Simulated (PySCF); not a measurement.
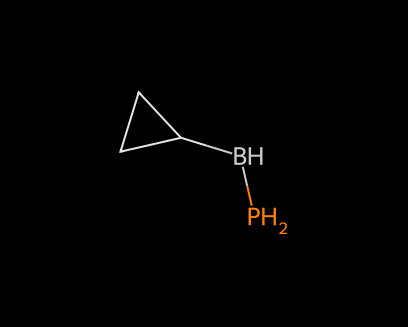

Skeletal drawing of a molecule.

**Transcribe the drawing into SMILES.**

PBC1CC1

**Give the formula, hydrogens included.**

C3H8BP.

The parts below concern this one geometry. Atoms keep their numbers from picture to picture. Computed geometry: PBE0-D3(BJ)/def2-SVP optimisation. No frequency run is at hand to confirm it as a minimum.

## Geometry

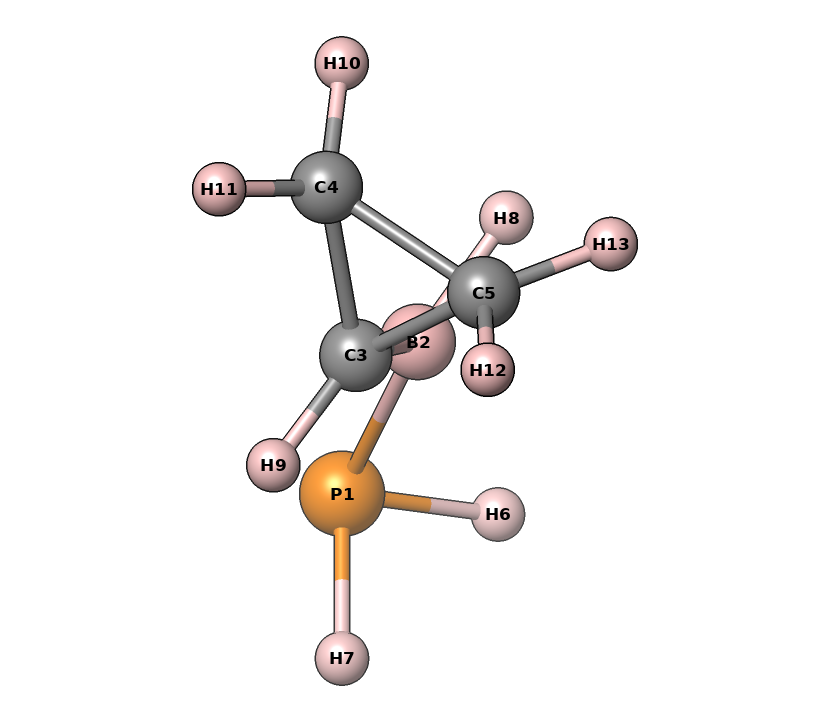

B2 lies behind C3. The molecule seen a little off the C3–B2 bond, C3 in front. Atoms fade into the background with distance from the viewer. No frequency run is at hand to confirm it as a minimum.

**What is the torsion angle C4–C3–B2–P1? The sign is positive where the front bond must turn clockwise to cover the back bond.**

−143°, anticlinal.

## Levels of theory compared

No frequency run is at hand to confirm it as a minimum. Program: PySCF 2.14.0.

Compare dipole (D), HOMO energy (eV), HOMO–LUMO gap (eV) at these levels: B3LYP/6-31G*; B3LYP/cc-pVTZ; B3LYP/def2-TZVP; PBE0/6-311+G(2d,p); PBE0/6-31G*; PBE0/IGLO-III; PBE0/aug-cc-pVDZ; PBE0/cc-pVDZ; PBE0/cc-pVTZ; PBE0/def2-SVP; PBE0/def2-TZVP; PBE0/pcSseg-0.

```tsv
level	dipole (D)	HOMO energy (eV)	HOMO–LUMO gap (eV)
B3LYP/6-31G*	1.67	−6.70	5.73
B3LYP/cc-pVTZ	1.39	−6.90	5.57
B3LYP/def2-TZVP	1.39	−6.91	5.55
PBE0/6-311+G(2d,p)	1.45	−7.14	5.93
PBE0/6-31G*	1.72	−6.97	6.11
PBE0/IGLO-III	1.37	−7.11	5.95
PBE0/aug-cc-pVDZ	1.46	−7.12	5.94
PBE0/cc-pVDZ	1.47	−7.02	6.00
PBE0/cc-pVTZ	1.44	−7.11	5.96
PBE0/def2-SVP	1.49	−7.05	5.99
PBE0/def2-TZVP	1.44	−7.12	5.94
PBE0/pcSseg-0	1.92	−7.18	6.03
```

## NMR shielding

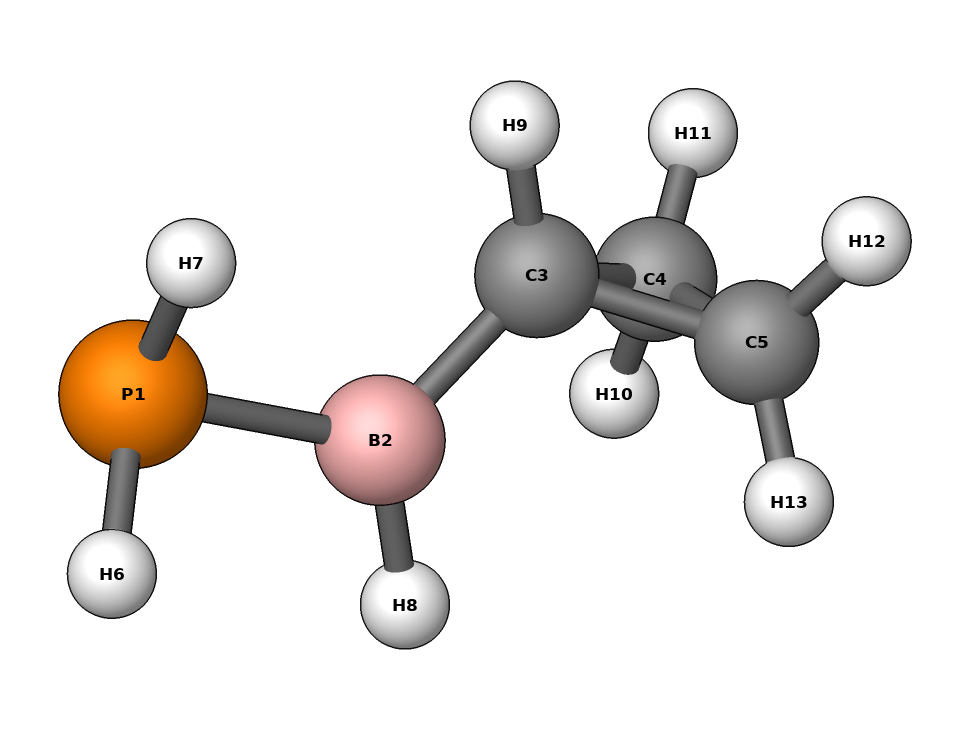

No frequency run is at hand to confirm it as a minimum. Properties computed with GIAO PBE0/aug-cc-pVDZ NMR shielding, non-relativistic, gas phase (PySCF 2.14.0). Principal shieldings σ11 ≤ σ22 ≤ σ33, span Ω = σ33 − σ11, skew κ = 3(σiso − σ22)/Ω.

Give the shielding tensors of the P atoms.

```
atom    σ11    σ22    σ33   σiso      Ω     κ
  P1  483.5  539.7  632.0  551.7  148.5  0.24
```

Shieldings and span in ppm.

## Ring current

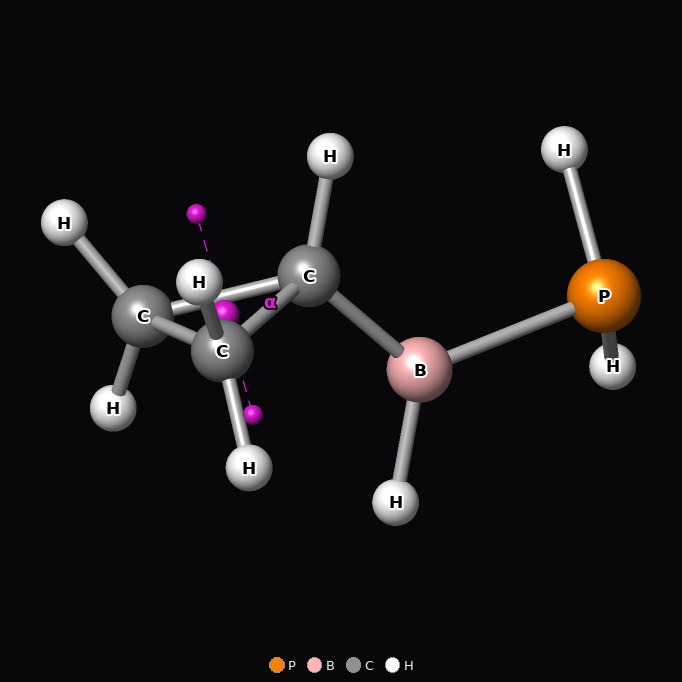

The small points mark where nucleus-independent chemical shifts (NICS) were computed: at the centre of each lettered ring and 1 Å above and below it. No frequency run is at hand to confirm it as a minimum. Method: GIAO PBE0/IGLO-III NMR shielding, non-relativistic, gas phase (PySCF 2.14.0).

Give NICS(0), NICS(1) and the out-of-plane component NICS(1)zz for each ring (means of the two sides).

```json
{"ring": "α", "members": "C3", "NICS(0)": "−42.7", "NICS(1)": "−7.8", "NICS(1)zz": "−24.1"}
```

Values in ppm.
